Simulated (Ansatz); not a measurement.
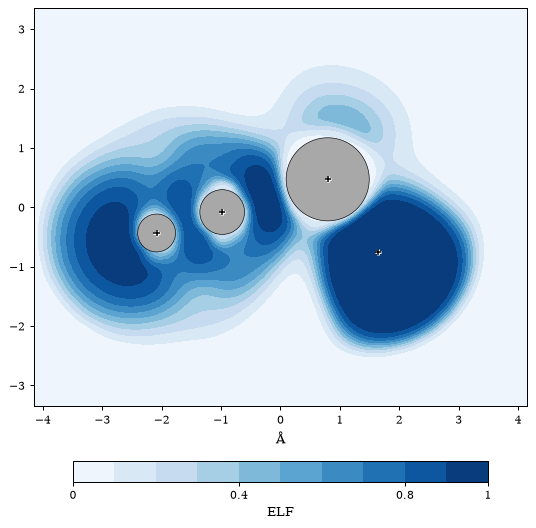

The electron localisation function on a plane through atoms (crosses mark nuclei in the plane; grey discs cover the cores).

Level of theory: RKS PBE0/def2-SVP in Ansatz.

Candidates:
A. CH3NSi
B. GaHS···CH4O

Question: Which candidate gave the map?

Answer: Candidate A: CH3NSi on the plane of atoms C2, Si3 and H5, which holds N, C, Si and H. C–N (1.16 Å): the ELF peaks at about 0.85 between the atoms; a short, multiple covalent bond. C–Si (1.86 Å): the ELF peaks at about 1 between the atoms: localised, covalent bonding.
